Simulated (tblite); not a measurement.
## Geometry relaxation of C$_{2}$H$_{7}$BrSeSi

C$_{2}$H$_{7}$BrSeSi, SMILES CC[Se][SiH2]Br, computed with GFN2-xTB geometry optimisation, gas phase (tblite 0.8.0).

It belongs to a series of runs on one base structure; here: H on C replaced by CH3.

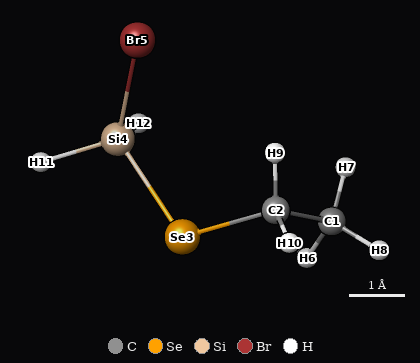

Figure 1. The starting structure (ball-and-stick view, seen at an oblique angle; atoms are numbered from 1 in the order of the input). Bond lengths as drawn: Br–Si 2.24 Å, C–C 1.52 Å, C–H 1.10 Å, C–Se 1.95 Å, H–Si 1.47 to 1.49 Å and Se–Si 2.27 Å.

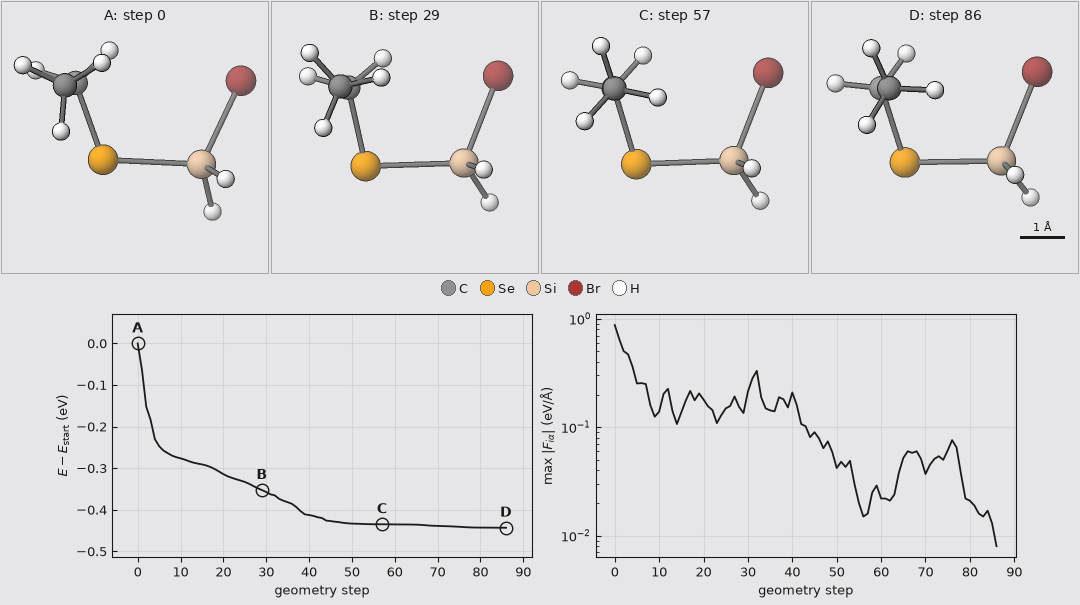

Figure 2. Frames of the relaxation (ball-and-stick view, seen at a tilt) above the curves, on which the letters mark them (steps are counted from 0).

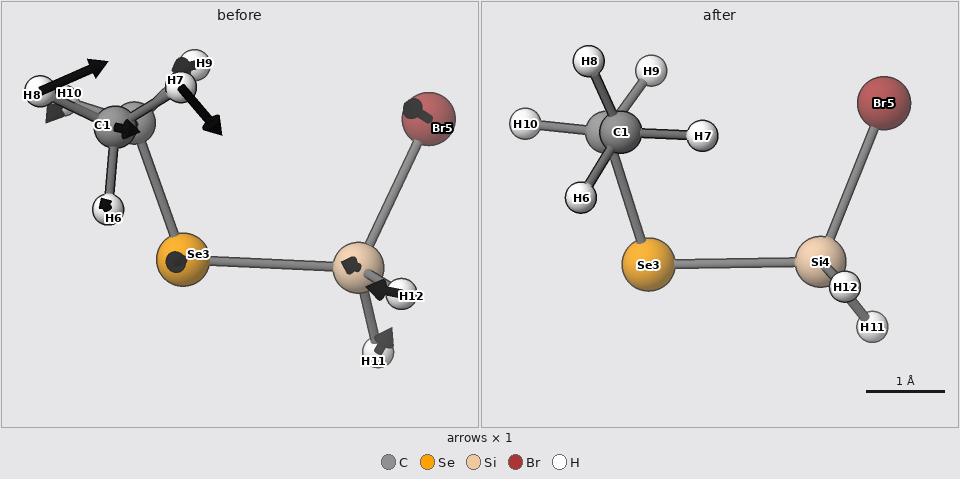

Figure 3. Before (left) and after (right) the relaxation, at one scale (ball-and-stick view, seen at a tilt). The black arrows give the displacements, at true length. The energy falls by 0.443 eV in 86 geometry steps. The largest force component goes from 0.88 to 0.008 eV/Å. The largest move after the best rigid fit is that of H8, 0.97 Å. By element the largest moves are H 0.97 Å, Br 0.71 Å, Se 0.50 Å, C 0.36 Å, Si 0.30 Å. Among the contacts that change: C2–Se3 1.946 → 1.983 Å, Si4–H11 1.486 → 1.450 Å, Si4–H12 1.470 → 1.457 Å, Si4–Br5 2.235 → 2.222 Å. Among the angles that change: C2–Se3–Si4 112.7° → 99.7°, Se3–C2–H10 112.2° → 104.1°, C1–C2–Se3 106.6° → 113.1°. (Atoms are counted from 1 in the order of the input.)

The input and output of the run follow.

**The input**
```
{"job": {"kind": "relax", "xc": "GFN2-xTB", "basis": "xTB"}, "charge": 0, "multiplicity": 1}
C     -1.898900     0.183600     0.262300
C     -0.921200    -0.176400    -0.845400
Se     0.434900    -1.315200    -0.039600
Si     2.321600    -0.173600     0.514400
Br     2.757400     1.516900    -0.881200
H     -1.758800    -0.561100     1.059600
H     -1.672300     1.221100     0.565900
H     -2.933300     0.063000    -0.095000
H     -0.450300     0.740200    -1.230800
H     -1.442500    -0.675800    -1.681700
H      3.406300    -1.188900     0.473400
H      2.158200     0.365500     1.872200
```

The first line tells a small driver script what to run in tblite; the rest is the geometry in Å.

Command:
```bash
OMP_NUM_THREADS=1 python <driver script> task.json out
```

**Output**
```
step      E/eV     max force
  0    -459.71526    1.146
  1    -459.77918    0.911
  2    -459.86762    0.602
  3    -459.89846    0.667
  4    -459.94510    0.490
  5    -459.96222    0.323
  6    -459.97270    0.272
  7    -459.97896    0.260
  8    -459.98491    0.188
  9    -459.98870    0.175
 10    -459.99147    0.147
 11    -459.99460    0.235
 12    -459.99848    0.267
 13    -460.00178    0.174
 14    -460.00405    0.134
 15    -460.00601    0.147
 16    -460.00856    0.199
 17    -460.01228    0.245
 18    -460.01731    0.223
 19    -460.02331    0.259
 20    -460.02946    0.220
 21    -460.03456    0.192
 22    -460.03841    0.181
 23    -460.04174    0.167
 24    -460.04484    0.145
 25    -460.04815    0.160
 26    -460.05258    0.189
 27    -460.05803    0.220
 28    -460.06331    0.177
 29    -460.06777    0.156
 30    -460.07244    0.249
 31    -460.07805    0.315
 32    -460.08049    0.447
 33    -460.08878    0.218
 34    -460.09329    0.193
 35    -460.09689    0.202
 36    -460.10075    0.181
 37    -460.10826    0.243
 38    -460.11819    0.244
 39    -460.12609    0.174
 40    -460.12773    0.315
 41    -460.12971    0.183
 42    -460.13302    0.142
 43    -460.13484    0.134
 44    -460.14102    0.092
 45    -460.14223    0.105
 46    -460.14365    0.102
 47    -460.14491    0.086
 48    -460.14652    0.097
 49    -460.14766    0.077
 50    -460.14828    0.053
 51    -460.14860    0.056
 52    -460.14896    0.049
 53    -460.14941    0.063
 54    -460.14976    0.044
 55    -460.14990    0.022
 56    -460.14994    0.019
 57    -460.14998    0.020
 58    -460.15005    0.034
 59    -460.15017    0.042
 60    -460.15030    0.035
 61    -460.15040    0.028
 62    -460.15046    0.027
 63    -460.15053    0.025
 64    -460.15065    0.039
 65    -460.15088    0.057
 66    -460.15134    0.072
 67    -460.15210    0.070
 68    -460.15297    0.063
 69    -460.15350    0.052
 70    -460.15388    0.048
 71    -460.15425    0.053
 72    -460.15460    0.056
 73    -460.15496    0.058
 74    -460.15541    0.055
 75    -460.15596    0.065
 76    -460.15664    0.082
 77    -460.15725    0.079
 78    -460.15761    0.038
 79    -460.15785    0.028
 80    -460.15793    0.024
 81    -460.15799    0.021
 82    -460.15806    0.019
 83    -460.15814    0.020
 84    -460.15822    0.022
 85    -460.15826    0.016
 86    -460.15829    0.010
```

**Trajectory as extended XYZ (Å, eV, eV/Å), 9 of the 87 frames kept, from step=0 to step=86**
```
12
Properties=species:S:1:pos:R:3:forces:R:3 step=0 energy=-459.71526
C    -1.8989    0.1836    0.2623   -0.3340   0.0100  -0.1310
C    -0.9212   -0.1764   -0.8454   -0.3030   0.7480  -0.3860
Se    0.4349   -1.3152   -0.0396    0.6290  -0.8750  -0.3910
Si    2.3216   -0.1736    0.5144    0.1750  -0.1950   0.1800
Br    2.7574    1.5169   -0.8812   -0.0690  -0.2550   0.2400
H    -1.7588   -0.5611    1.0596   -0.2980   0.6820   0.1220
H    -1.6723    1.2211    0.5659   -0.5160  -0.6950   0.3130
H    -2.9333    0.0630   -0.0950    0.3450   0.4390   0.2230
H    -0.4503    0.7402   -1.2308    0.0630  -0.3520  -0.1210
H    -1.4425   -0.6758   -1.6817    0.5810  -0.1260   0.3630
H     3.4063   -1.1889    0.4734   -0.3780   0.5010  -0.1190
H     2.1582    0.3655    1.8722    0.1040   0.1170  -0.2930
12
Properties=species:S:1:pos:R:3:forces:R:3 step=11 energy=-459.99460
C    -1.9022    0.2014    0.2717   -0.0060  -0.0130  -0.0240
C    -0.9007   -0.1631   -0.8107    0.2030  -0.1120  -0.0400
Se    0.5096   -1.4381   -0.2093    0.0560  -0.0320   0.0650
Si    2.2761   -0.2135    0.5321   -0.0390   0.0010  -0.0660
Br    2.7221    1.4754   -0.8388   -0.0570   0.0250  -0.0190
H    -1.8458   -0.4962    1.1043   -0.0090   0.0060   0.0570
H    -1.7421    1.2088    0.6460    0.0890  -0.0170   0.0480
H    -2.9104    0.1444   -0.1255   -0.0920   0.0580  -0.0490
H    -0.3958    0.7008   -1.2397    0.0370   0.0730   0.0160
H    -1.3590   -0.7236   -1.6250   -0.1170   0.0220   0.0010
H     3.4038   -1.1212    0.4351    0.0300  -0.0010   0.0090
H     2.1456    0.4242    1.8338   -0.0940  -0.0100   0.0020
12
Properties=species:S:1:pos:R:3:forces:R:3 step=22 energy=-460.03841
C    -1.8433    0.2129    0.2915    0.0790  -0.0060  -0.0660
C    -0.8515   -0.2173   -0.7806    0.1440  -0.0600  -0.0520
Se    0.5159   -1.5538   -0.2054   -0.0030   0.0950   0.0080
Si    2.2273   -0.2162    0.4767   -0.1060  -0.1310   0.0660
Br    2.5433    1.5138   -0.8780   -0.0180  -0.0250  -0.0180
H    -1.9329   -0.5152    1.0965    0.0200  -0.0670  -0.1030
H    -1.5516    1.1634    0.7315    0.0260  -0.0080   0.0250
H    -2.8227    0.3284   -0.1673   -0.0210   0.0650   0.0690
H    -0.2911    0.6276   -1.1828   -0.0470   0.0400  -0.0230
H    -1.3424   -0.7186   -1.6155   -0.0750  -0.0300   0.0700
H     3.4374   -1.0212    0.4496   -0.0520   0.0740  -0.0220
H     1.9127    0.3955    1.7577    0.0510   0.0530   0.0470
12
Properties=species:S:1:pos:R:3:forces:R:3 step=32 energy=-460.08049
C    -1.7579    0.2234    0.2944    0.3310  -0.1670  -0.2500
C    -0.8377   -0.2343   -0.8238    0.1320  -0.1770  -0.0110
Se    0.4843   -1.5966   -0.1922    0.1220   0.2560  -0.0350
Si    2.1364   -0.1992    0.5344   -0.1510  -0.1800   0.0070
Br    2.3629    1.4634   -0.9054    0.0250   0.2030  -0.0750
H    -1.9481   -0.6055    0.9645   -0.2230  -0.1110   0.1280
H    -1.3127    1.0260    0.8652    0.0690   0.1950   0.1070
H    -2.6880    0.5554   -0.1410   -0.2480   0.1690   0.0330
H    -0.2796    0.5853   -1.2859   -0.1010  -0.0900   0.0390
H    -1.3933   -0.7620   -1.6001   -0.0040  -0.0060   0.0230
H     3.4010   -0.9006    0.4561    0.0200  -0.0700   0.0780
H     1.8340    0.4440    1.8077    0.0280  -0.0220  -0.0430
12
Properties=species:S:1:pos:R:3:forces:R:3 step=43 energy=-460.13484
C    -1.6760    0.2179    0.2988    0.0080  -0.0150  -0.0280
C    -0.8408   -0.3083   -0.8504   -0.0240  -0.0160  -0.0150
Se    0.5362   -1.6115   -0.2550   -0.0450   0.0480   0.0190
Si    2.0836   -0.1548    0.5348   -0.0150  -0.0560   0.0000
Br    2.2255    1.5338   -0.9048    0.1020   0.0450   0.0740
H    -2.1025   -0.6044    0.8703    0.0190   0.0030   0.0300
H    -1.0792    0.8400    0.9617    0.0300  -0.0140   0.0610
H    -2.4952    0.8237   -0.0813   -0.0010   0.0280  -0.0720
H    -0.3192    0.4915   -1.3795   -0.0390   0.0050   0.0000
H    -1.4522   -0.8535   -1.5691   -0.0250  -0.0670   0.0270
H     3.3579   -0.8480    0.5357    0.0150   0.0470  -0.0270
H     1.7631    0.4730    1.8128   -0.0250  -0.0080  -0.0690
12
Properties=species:S:1:pos:R:3:forces:R:3 step=54 energy=-460.14976
C    -1.6642    0.2224    0.2994   -0.0300  -0.0270   0.0180
C    -0.8628   -0.3369   -0.8570   -0.0160   0.0120   0.0000
Se    0.5428   -1.6075   -0.2709    0.0140   0.0010  -0.0100
Si    2.0849   -0.1464    0.5229    0.0000  -0.0150   0.0190
Br    2.2927    1.5929   -0.8444   -0.0010   0.0110  -0.0080
H    -2.1493   -0.5797    0.8542    0.0080   0.0130  -0.0060
H    -1.0312    0.7809    0.9863    0.0140   0.0300  -0.0050
H    -2.4334    0.8934   -0.0800    0.0210  -0.0080  -0.0030
H    -0.3695    0.4519   -1.4281    0.0040  -0.0010  -0.0100
H    -1.4953   -0.9165   -1.5304    0.0040  -0.0090   0.0060
H     3.3693   -0.8218    0.5286   -0.0210   0.0150   0.0010
H     1.7172    0.4666    1.7933    0.0030  -0.0220  -0.0030
12
Properties=species:S:1:pos:R:3:forces:R:3 step=64 energy=-460.15065
C    -1.6579    0.2265    0.2995   -0.0180  -0.0160   0.0120
C    -0.8649   -0.3416   -0.8585   -0.0210   0.0160  -0.0040
Se    0.5490   -1.6066   -0.2847    0.0200  -0.0030   0.0060
Si    2.0811   -0.1432    0.5242   -0.0090  -0.0380   0.0000
Br    2.2927    1.6006   -0.8365   -0.0150   0.0110   0.0140
H    -2.1406   -0.5699    0.8637    0.0100   0.0090   0.0010
H    -1.0214    0.7931    0.9770    0.0120   0.0170  -0.0090
H    -2.4278    0.8942   -0.0841    0.0080  -0.0050   0.0070
H    -0.3811    0.4451   -1.4404    0.0130  -0.0020  -0.0160
H    -1.5027   -0.9287   -1.5198   -0.0060  -0.0040  -0.0080
H     3.3669   -0.8128    0.5291    0.0090  -0.0020  -0.0010
H     1.7078    0.4426    1.8044   -0.0030   0.0170  -0.0020
12
Properties=species:S:1:pos:R:3:forces:R:3 step=75 energy=-460.15596
C    -1.5915    0.2605    0.2866   -0.0040   0.0200   0.0170
C    -0.8782   -0.3683   -0.8937   -0.0280   0.0180   0.0340
Se    0.5532   -1.6277   -0.3478    0.0610   0.0070   0.0220
Si    2.0475   -0.1675    0.5468   -0.0440  -0.0250  -0.0180
Br    2.1777    1.6575   -0.7162    0.0040   0.0010   0.0160
H    -2.0004   -0.5036    0.9480    0.0240   0.0350  -0.0420
H    -0.9232    0.8996    0.8637    0.0160  -0.0400  -0.0240
H    -2.4102    0.8808   -0.0744   -0.0140  -0.0240  -0.0140
H    -0.4196    0.3855   -1.5382   -0.0170  -0.0260   0.0100
H    -1.5621   -0.9789   -1.4871    0.0370   0.0310   0.0220
H     3.3656   -0.7753    0.5338   -0.0400   0.0000  -0.0250
H     1.6425    0.3366    1.8526    0.0070   0.0040   0.0020
12
Properties=species:S:1:pos:R:3:forces:R:3 step=86 energy=-460.15829
C    -1.5566    0.2799    0.2778   -0.0050   0.0050  -0.0040
C    -0.8812   -0.3834   -0.9039   -0.0030  -0.0010  -0.0010
Se    0.5601   -1.6377   -0.3721    0.0050  -0.0020   0.0070
Si    2.0189   -0.1732    0.5582   -0.0030  -0.0050   0.0020
Br    2.1247    1.6942   -0.6422   -0.0040   0.0060  -0.0020
H    -1.9237   -0.4634    0.9834    0.0010  -0.0040   0.0010
H    -0.8730    0.9492    0.7982   -0.0060  -0.0020   0.0000
H    -2.4028    0.8676   -0.0734    0.0030   0.0080  -0.0050
H    -0.4382    0.3505   -1.5805    0.0000  -0.0040   0.0010
H    -1.5822   -1.0044   -1.4628   -0.0020   0.0030  -0.0010
H     3.3407   -0.7673    0.5111    0.0060   0.0010  -0.0030
H     1.6146    0.2872    1.8802    0.0070  -0.0050   0.0040
```

**Summary**

```csv
quantity,value
outcome,converged
total energy,−460.1583 eV
hardware,"1 CPU thread, shared host"
wall time,0.97 s
peak memory,0.18 GiB
```
